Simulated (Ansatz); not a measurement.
## Optical response of CoSi2

Aim: the dielectric function of CoSi2, and the optical constants that follow from it. The cell comes from an older database entry, whose edges can differ from later determinations, mostly by under a per cent.

Program: Ansatz 0.2.0. Level of theory: DFT, PBE, plane-wave PAW, default files, scalar-relativistic, independent-particle optical response without local fields. Results are calculated unless marked as measured.

The database entry behind the starting cell differs from later determinations by our own check (0.1 to 0.3 % short, probably kX units), so it need not match the best structure at ambient conditions.

### 1. Starting point

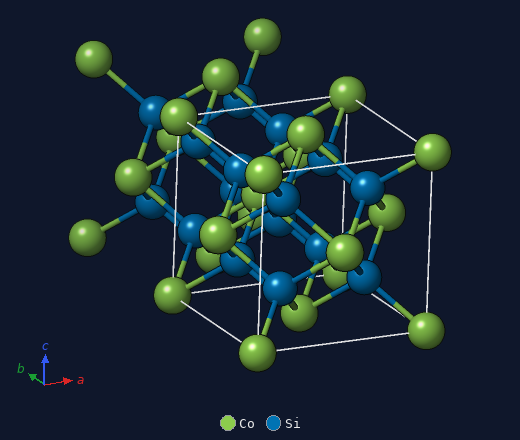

The starting structure, seen slightly off an axis (cobalt green, silicon blue). 1×2×1 cells are drawn. This picture shows the conventional cell, with its axes. Some periodic images of atoms are drawn too.

### 2. Ground state and bands

The self-consistent density comes first; it also tells whether there is a gap, which decides the occupations and the need for a Drude term.

This step: DFT, PBE, plane-wave PAW, default files, scalar-relativistic, ground state (Ansatz 0.2.0).

Input file input.yaml:

```yaml
crystal:
  lattice:
    - [0.0, 2.678, 2.678]
    - [2.678, 0.0, 2.678]
    - [2.678, 2.678, 0.0]
  atoms:
    - { symbol: Co, position: [0.0, 0.0, 0.0] }
    - { symbol: Si, position: [0.75, 0.75, 0.75] }
    - { symbol: Si, position: [0.25, 0.25, 0.25] }
kpoints:
  mp_grid: { grid: [8, 8, 8] }
  band_path:
    path:
      - [[0.0, 0.0, 0.0], [0.5, 0.0, 0.5], [0.5, 0.25, 0.75], [0.375, 0.375, 0.75], [0.0, 0.0, 0.0], [0.5, 0.5, 0.5], [0.625, 0.25, 0.625], [0.5, 0.25, 0.75], [0.5, 0.5, 0.5], [0.375, 0.375, 0.75]]
      - [[0.625, 0.25, 0.625], [0.5, 0.0, 0.5]]
    npoints: 5
scf:
  occupations: { method: fermi_dirac, width: 0.05 }
  n_extra_bands: 7
hamiltonian:
  xc: pbe
  pseudopotentials: { kind: paw }
output:
  forces: true
  stress: true
  populations: true
  write_bands: true
```

On the command line:

```sh
ansatz run input.yaml --threads 4 --pin off --max-ram 8192MiB --backend cpu --events-out ev --progress --plain --runs-dir out
```

Numbers of over 12 decimals in the logs are rounded to 6 here.

Log:

```text
scf.n_extra_bands = 7 over 13 filled bands (N_el = 25.0): the run solves 20 bands
Engine: ansatz 0.2.0, aarch64-unknown-linux-gnu
Pseudopotentials: kind: paw
Pseudopotential: Co, paw, valence charge 17, recommended cutoff 420 eV (normal), Co.paw.azcp
Pseudopotential: Si, paw, valence charge 4, recommended cutoff 420 eV (normal), Si.paw.azcp
Functional definition: PBE
  parameter kappa = 0.804
  parameter beta = 0.066725
  exchange = pbe_x(kappa = kappa, mu = beta*pi^2/3)
  correlation = pbe_c(beta = beta)
Crystal: 3 atoms, lattice volume = 38.412 Å³
Basis set: ecut = 420 eV, 749 PW (Γ), exchange–correlation on 54×54×54 points (8 copies of the dense FFT grid, shifted against one another)
Bands: 20, of which v1, the nominal top of the filled ones, is band 13 counted from 1 (12 counted from 0)
Symmetry: 48 space group operations
Space group: Fm-3m (ITA 225), of the structure as read, at distance tolerance 3.4e-5 Å
k-points: 29 of 512
Non-local potential: Co, projectors of the file, l = 0: 3, l = 1: 2, l = 2: 3, l = 3: 1
Non-local potential: Si, projectors of the file, l = 0: 2, l = 1: 2, l = 2: 2
PAW form: soft (Blöchl's): semilocal exchange-correlation on the pseudo side does not see the compensation charge
PAW one-centre angular grid: Co, 590 points (default); XC on 64 Gauss nodes
PAW one-centre angular grid: Si, 110 points (default); XC on 64 Gauss nodes
Initial density: superposition of atomic densities (neutral atoms: chi_scale 0, normalization atom), corrected by the library's trained network
Initial wavefunctions: pseudopotential atomic-orbital guess
Functional: x = pbe(κ = 0.804, μ = 0.219515), c = pbe(β = 0.066725)
SCF iter   1: F=—  HF=-6399.178687 eV  |F-HF|=—  |Δ(HF+E_count)|=         —  Δρ=5.38e-3  dr2=1.14e-2  ethr=1.77e-3  ⟨swp⟩=5.3  Hψ=2946  notcnv=0  defer=6
preconditioner: auto → Kerker (q_TF=auto, 2.540 Å⁻¹)  [metal: Δε(μ)=0.118 eV  Ē_g=10.141 eV  σ=0.050 eV  W_gap=0.43  n_scr=14 (ndim 8)  ℏωp=24.7 eV  f_vac=0.002  D(μ)=1.12/eV (n_scr^D=8)]
SCF iter   2: F=—  HF=-6399.178270 eV  |F-HF|=—  |Δ(HF+E_count)|=   4.16e-4  Δρ=3.12e-3  dr2=4.52e-3  ethr=4.57e-5  ⟨swp⟩=1.2  Hψ=818  notcnv=0  defer=24
SCF iter   3: F=—  HF=-6399.178223 eV  |F-HF|=—  |Δ(HF+E_count)|=   4.74e-5  Δρ=1.23e-3  dr2=3.54e-4  ethr=1.81e-5  ⟨swp⟩=2.0  Hψ=697  notcnv=0  defer=24
SCF iter   4: F=—  HF=-6399.178278 eV  |F-HF|=—  |Δ(HF+E_count)|=   5.50e-5  Δρ=1.27e-3  dr2=4.16e-4  ethr=1.41e-6  ⟨swp⟩=2.2  Hψ=708  notcnv=0  defer=24
SCF iter   5: F=—  HF=-6399.178256 eV  |F-HF|=—  |Δ(HF+E_count)|=   2.12e-5  Δρ=2.51e-4  dr2=1.68e-5  ethr=1.41e-6  ⟨swp⟩=1.1  Hψ=522  notcnv=0  defer=24
SCF iter   6: F=—  HF=-6399.178253 eV  |F-HF|=—  |Δ(HF+E_count)|=   3.94e-6  Δρ=1.53e-4  dr2=6.24e-6  ethr=6.73e-8  ⟨swp⟩=1.0  Hψ=516  notcnv=0  defer=24
SCF iter   7: F=—  HF=-6399.178253 eV  |F-HF|=—  |Δ(HF+E_count)|=   1.15e-8  Δρ=2.33e-5  dr2=1.60e-7  ethr=2.50e-8  ⟨swp⟩=2.2  Hψ=692  notcnv=0  defer=24
SCF iter   8: F=-6399.178253 eV  HF=-6399.178253 eV  |F-HF|=1.42e-8  |Δ(HF+E_count)|=   7.31e-9  Δρ=8.59e-6  dr2=1.70e-8  ethr=4.00e-10  ⟨swp⟩=8.1  Hψ=2314  notcnv=0
SCF 1 converged in 8 iterations: F = -6399.178253 eV  dr2 = 1.70e-8
  greatest PAW one-centre occupation: 1.000 electrons in one spin orbital (limit 2), on the Co atom at site 0 (counted from 0), in its partial waves of l = 0
NSCF: frozen V_eff on 52 k-points
SCF converged after 8 iterations
Free energy (F): -6399.178253 eV
Harris-Foulkes:  -6399.178253 eV  (|F-HF|=1.42e-8)
Internal energy: -6399.169691 eV  (E = F + TS)
E sigma→0 (E₀):  -6399.173972 eV
Entropy (-TS):   -0.008562 eV (-2.854 meV/atom)
Fermi energy:    12.855291 eV
--- Per-component energies (eV) ---
  E_band       = -284.001984
  E_kinetic    = 547.575396
  E_local      = -4096.335628  (includes V_loc(G=0)·N_el)
  E_nonlocal   = 501.245678
  E_hartree    = 1782.412434
  E_xc         = -274.105340
  E_vxc        = -305.263796  (∫ρ·V_xc dr)
  E_paw        = -2541.475946  (= ΣΔE_a)
  E_vpaw       = -496.037919  (= ΣTr[D̂ρ^β])
  E_aug_tail   = 0.000153  (compensation charges beyond the density's cutoff)
  E_ewald      = -2318.486437
  E_smearing   = -0.008562  (= −TS)
  E_closure    = 0.000000  (closes the sum)
  Σ components = -6399.178253   (vs F -6399.178253, Δ=0.00e0)
--- Forces (eV/Å), atoms counted from 1 ---
  atom   1  Co    -0.00000000     0.00000000     0.00000000
  atom   2  Si    -0.00000000     0.00000000     0.00000000
  atom   3  Si    -0.00000000     0.00000000     0.00000000
  max |Σ_I F_I| component: 5.55e-17 eV/Å
--- Stress (GPa, compression-positive) ---
        0.360499       0.000000      -0.000000
       -0.000000       0.360499       0.000000
       -0.000000      -0.000000       0.360499
  P = ⅓ Tr σ = 0.3605 GPa (3.605 kbar)
--- Band table (eV; the first three rows and the last of 29) ---
  k-point 0: bands = [... 9 lower, 10.9878, 13.6379, 16.3092, 16.3092, 16.3092, 16.3240, 16.3240, 16.3240, ... 3 higher]
  k-point 1: bands = [... 9 lower, 10.9215, 13.5564, 14.5703, 15.2006, 15.2006, 17.3178, 17.3178, 18.1412, ... 3 higher]
  k-point 2: bands = [... 9 lower, 10.8433, 12.0319, 14.0786, 14.0786, 15.1462, 16.8100, 16.8100, 17.4851, ... 3 higher]
  k-point 28: bands = [... 9 lower, 10.5931, 10.9451, 11.4451, 12.2189, 16.5246, 16.5246, 18.7139, 19.4950, ... 3 higher]
--- Löwdin populations: 3 sites ---
  site symbol       q [e]
     0     Co     16.7227
     1     Si      3.9669
     2     Si      3.9669
  spilling = 0.013736 (of n_electrons = 25.000000)
```

The job ended after 1.5 s (4 threads of Arm Neoverse V1, shared host; peak memory 0.31 GiB; 3.6 s of CPU time).

This run has no spin polarisation, although Co can carry a moment.

This step gave:

| Item | Value |
| --- | --- |
| free energy | -6399.1783 eV |
| Fermi energy | 12.86 eV |
| electrons | 25 |
| symmetry operations | 48 |
| pressure | 0.3605 GPa |
| volume | 38.41 Å³ |
| gap on the path | 0 eV |

There are states at the Fermi level within the smearing, so the occupations stay smeared and the carriers get a Drude term. The cell is left with a pressure of 0.4 GPa, as it stands unrelaxed at this level.

The electronic bands at the labelled points (eV, zero at the Fermi level; # counts the bands kept):

```
    point     #6     #7     #8     #9   #10   #11   #12   #13
        Γ  -1.87   0.78   3.45   3.45  3.45  3.47  3.47  3.47
        X  -1.91  -1.91  -1.89  -1.29  1.64  2.97  8.56  9.61
        W  -2.26  -1.91  -1.41  -0.64  3.67  3.67  5.86  6.64
        K  -2.19  -1.72  -1.19  -0.93  2.02  4.99  5.87  7.63
        Γ  -1.87   0.78   3.45   3.45  3.45  3.47  3.47  3.47
        L  -1.58  -1.58  -0.46  -0.46  2.72  3.46  3.46  4.38
        U  -2.19  -1.72  -1.19  -0.93  2.02  4.99  5.87  7.63
        W  -2.26  -1.91  -1.41  -0.64  3.67  3.67  5.86  6.64
        L  -1.58  -1.58  -0.46  -0.46  2.72  3.46  3.46  4.38
        K  -2.19  -1.72  -1.19  -0.93  2.02  4.99  5.87  7.63
jump to U  -2.19  -1.72  -1.19  -0.93  2.02  4.99  5.87  7.63
        X  -1.91  -1.91  -1.89  -1.29  1.64  2.97  8.56  9.61
```

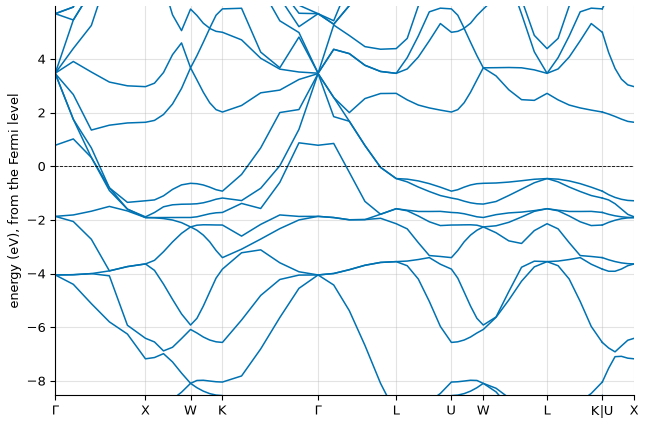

Electronic bands along the path.

### 3. Spectrum

The spectrum is a sum over vertical transitions between filled and empty bands at the fixed density, so many empty bands are needed.

This step: DFT, PBE, plane-wave PAW, default files, scalar-relativistic, independent-particle optical response without local fields (Ansatz 0.2.0).

input.yaml, the sections that differ from step 2:

```yaml
kpoints:
  mp_grid: { grid: [10, 10, 10] }
scf:
  occupations: { method: fermi_dirac, width: 0.05 }
output:
  optics:
    e_range: [0, 14]
    de: 0.05
    sigma: 0.1
    drude_damping: 0.05
    nscf_kmesh: { grid: [14, 14, 14] }
    bands: { spectra_wanted_up_to: 14 }
# crystal, hamiltonian: as in step 2
```

Log:

```text
[...]
Crystal: 3 atoms, lattice volume = 38.412 Å³
Basis set: ecut = 420 eV, 749 PW (Γ)
Bands: 17, of which v1, the nominal top of the filled ones, is band 13 counted from 1 (12 counted from 0)
[... 1 set-up line as in the run before ...]
[...]
k-points: 47 of 1000
[...]
SCF iter   1: F=—  HF=-6399.181185 eV  |F-HF|=—  |Δ(HF+E_count)|=         —  Δρ=6.97e-3  dr2=1.82e-2  ethr=1.77e-3  ⟨swp⟩=5.5  Hψ=4179  notcnv=0
[...]
SCF iter  11: F=-6399.180029 eV  HF=-6399.180029 eV  |F-HF|=1.82e-12  |Δ(HF+E_count)|=  9.09e-13  Δρ=3.10e-8  dr2=2.17e-13  ethr=1.00e-12  ⟨swp⟩=2.4  Hψ=1637  notcnv=0
SCF 1 converged in 11 iterations: F = -6399.180029 eV  dr2 = 2.17e-13
[...]
NSCF: frozen V_eff on 104 k-points
output.optics: what the bands over the 30 summed would add to eps1, eps2 and the energy-loss function is held between a lower and an upper bound (8 Lanczos steps). eps1, eps2 and their loss function (loss_summed_bands) are given on every row as the summed bands alone make them. Along an axis, on a row where the two bounds hold the loss function to about 1 % of the greater of itself and 0.5 % of |1/eps|, its cell (loss_completed) is given, with the completed eps1 and eps2 that it is formed of (a cell that is left empty reads nan in the table and null in the record). The two bounds hold it so along every axis on all 280 rows up to 14.000 eV. [rest of the remark cut]
SCF converged after 11 iterations
Free energy (F): -6399.180029 eV
[...]
Internal energy: -6399.172730 eV  (E = F + TS)
E sigma→0 (E₀):  -6399.176379 eV
Entropy (-TS):   -0.007299 eV (-2.433 meV/atom)
Fermi energy:    12.880119 eV
[...]
--- Band table (eV; the first three rows and the last of 47) ---
  k-point 0: bands = [... 9 lower, 10.9765, 13.6417, 16.3085, 16.3085, 16.3085, 16.3177, 16.3177, 16.3177]
  k-point 1: bands = [... 9 lower, 10.9318, 13.7042, 14.7037, 15.4162, 15.4162, 17.2101, 17.2101, 18.1166]
  k-point 2: bands = [... 9 lower, 10.8496, 12.6202, 14.5291, 14.5291, 14.8572, 17.0504, 17.0504, 17.7298]
  k-point 46: bands = [... 9 lower, 10.7429, 10.9327, 11.4278, 12.1508, 15.7519, 17.4520, 17.9097, 20.4507]
```

Run time: 15 s. Hardware: 4 threads; peak memory 1 GiB; 55 s of CPU time.

This step gave:

- main peak of the optical conductivity above 1 eV, first axis: 5.388 eV
- Drude plasma energy, first axis: 6.335 eV
- bands summed: 30
- spectra valid up to: 21.02 eV
- program's estimate of the k-sum error in Im epsilon: 0.21 %
- electrons in the f-sum: 12.60

The Im ε, any direction has structure finer than the step of the table below, so its rows give means over 1 eV, whole bins alone (the curve runs from 0.3 to 14 eV). Peaks (eV: height): 3.0: 17.5, 5.4: 25.6, 6.0: 20.6.

The Im ε, any direction by photon energy; means over each step:

```
photon energy (eV)  Im ε, any direction
                 1                 16.3
                 2                 6.42
                 3                 12.8
                 4                 11.0
                 5                 14.9
                 6                 17.3
                 7                 8.68
                 8                 5.78
                 9                 3.53
                10                 2.42
                11                 1.92
                12                 1.38
                13                0.940
```

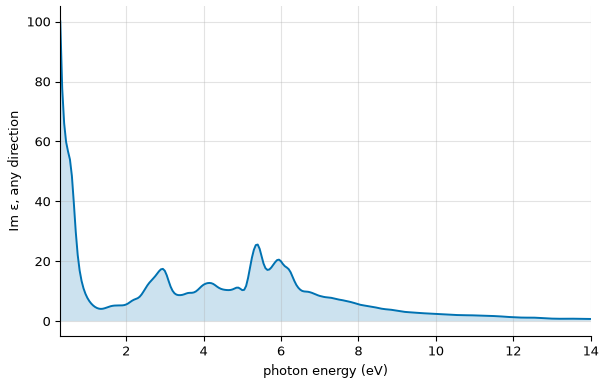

Im ε, any direction against photon energy.

The Re ε, any direction by photon energy:

```
photon energy (eV)  Re ε, any direction
                 1                -35.4
                 2                 4.95
                 3                 2.56
                 4                 7.23
                 5                 8.48
                 6                -4.57
                 7                -6.20
                 8                -5.65
                 9                -4.51
                10                -3.30
                11                -2.57
                12                -2.21
                13                -1.69
                14                -1.23
```

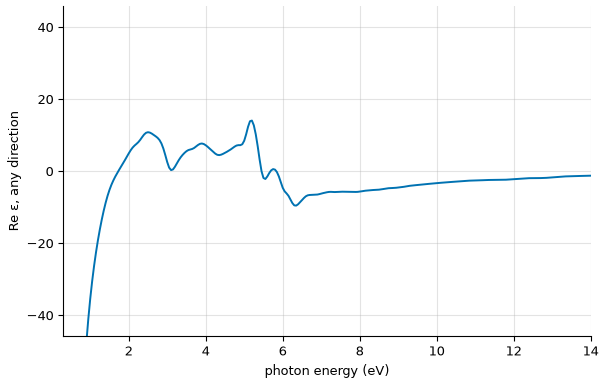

Re ε, any direction against photon energy. Below 1 eV the curve runs off the scale.

The loss function −Im 1/ε at q → 0, any direction has structure finer than the step of the table below, so its rows give means over 1 eV, whole bins alone (the curve runs from 0.3 to 14 eV). Peaks (eV: height): 1.7: 0.190, 3.2: 0.102.

The loss function −Im 1/ε at q → 0, any direction by energy loss; means over each step:

```
energy loss (eV)  loss function −Im 1/ε at q → 0, any direction
               1                                         0.0153
               2                                          0.109
               3                                         0.0678
               4                                         0.0691
               5                                         0.0537
               6                                         0.0514
               7                                         0.0763
               8                                         0.0903
               9                                          0.110
              10                                          0.145
              11                                          0.187
              12                                          0.208
              13                                          0.259
```

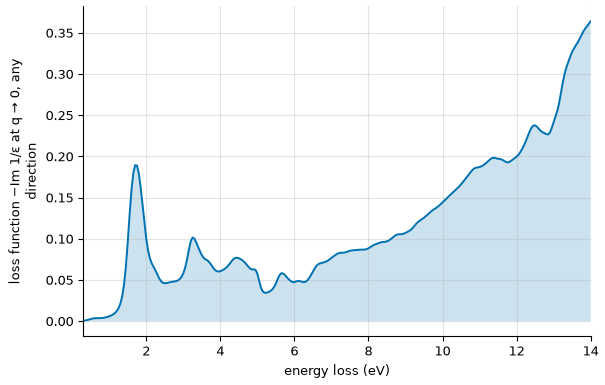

Loss function −Im 1/ε at q → 0, any direction, plotted against energy loss.

The refractive index n and extinction k by photon energy:

```
photon energy (eV)      n     k
                 1  0.650  5.98
                 2   2.49  1.12
                 3   3.13  2.69
                 4   3.27  1.86
                 5   3.31  1.57
                 6   2.82  3.54
                 7   1.46  2.89
                 8   1.08  2.61
                 9  0.773  2.26
                10  0.625  1.92
                11  0.570  1.70
                12  0.431  1.55
                13  0.325  1.34
                14  0.327  1.15
```

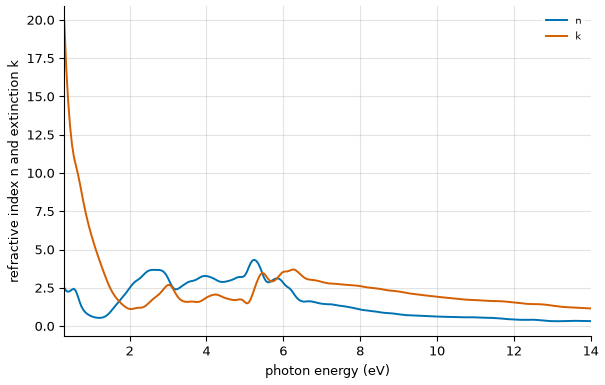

Refractive index n and extinction k, plotted against photon energy.

Values under 1 per cm are given as 1. Table of absorption coefficient, any direction by photon energy:

```
photon energy (eV)  absorption coefficient, any direction (1/cm)
              1.00                                         6.1e5
              2.00                                         2.3e5
              3.00                                         8.2e5
              4.00                                         7.5e5
              5.00                                         7.9e5
              6.00                                         2.2e6
              7.00                                         2.0e6
              8.00                                         2.1e6
              9.00                                         2.1e6
             10.00                                         1.9e6
             11.00                                         1.9e6
             12.00                                         1.9e6
             13.00                                         1.8e6
             14.00                                         1.6e6
```

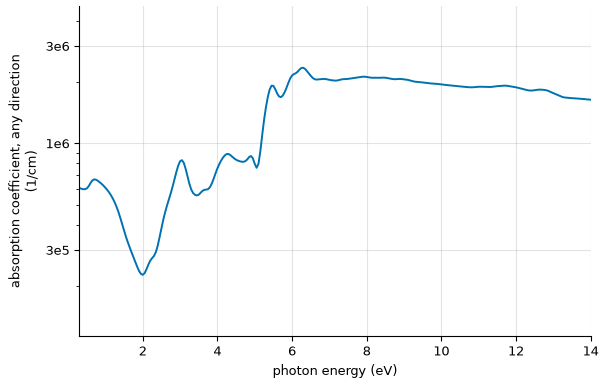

Absorption coefficient, any direction against photon energy.

From ε follow the optical constants at some laser and lamp lines:

```
wavelength (nm)     n      k  R (%)     1/α
           1550  1.05  8.083   94.0   15 nm
           1064  0.55  4.664   90.9   18 nm
            633  2.35  1.154   25.1   44 nm
            450  3.67  2.057   43.6   17 nm
            405  2.81  2.651   47.8   12 nm
            365  2.68  1.628   33.8   18 nm
            193  1.69  3.430   64.4  4.5 nm
```

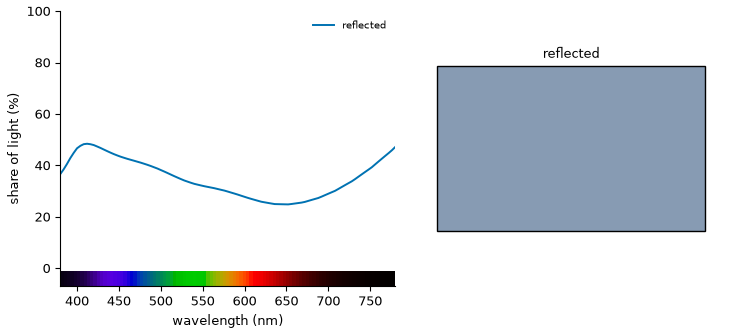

Light reflected across the visible range, with the colour that it makes of daylight (sRGB).

In reflection the computed colour is blue: x = 0.275, y = 0.293, luminous reflectivity 32 %.

### 4. Summary of results

```json
{
  "gap on the path": "0 eV",
  "main peak of the optical conductivity above 1 eV, first axis": "5.39 eV",
  "Drude plasma energy, first axis": "6.34 eV"
}
```

In words: At this level (PBE, independent particles) CoSi2 is a metal with a Drude plasma energy of 6.3 eV; it reflects 32 % at 550 nm. Along x the bare Drude plasma energy is 6.3 eV; Re ε first rises through zero at 1.73 eV, far lower, because interband transitions screen the carriers. Im ε is 5.2 there, so the loss peak at that energy is weak. In reflection the computed colour is blue: x = 0.275, y = 0.293, luminous reflectivity 32 %. In the base run ε includes the program's bounded estimate of what the bands above those summed add. The carriers' damping of 0.05 eV is typed, not computed; at 0.8 eV the carriers give 23 % of Im ε along the first axis; the rest comes from the sum over bands, which at low energy also holds close bands and the noise of the mesh. The run has no spin polarisation; magnetic order or correlation, untested here, could change the spectrum. The Fermi-Dirac width of 0.05 eV acts as an electron temperature of 580 K in the carriers' term.

[Logs are printed without paths, hosts, clocks, repeated set-up lines and the standing remarks that a program may print on its own settings, such as how far it seeks lower states.]

[Hosts, paths, dates, database ids (printed as entryN), source tags and the programs' standing remarks are cut or masked in the printed files.]
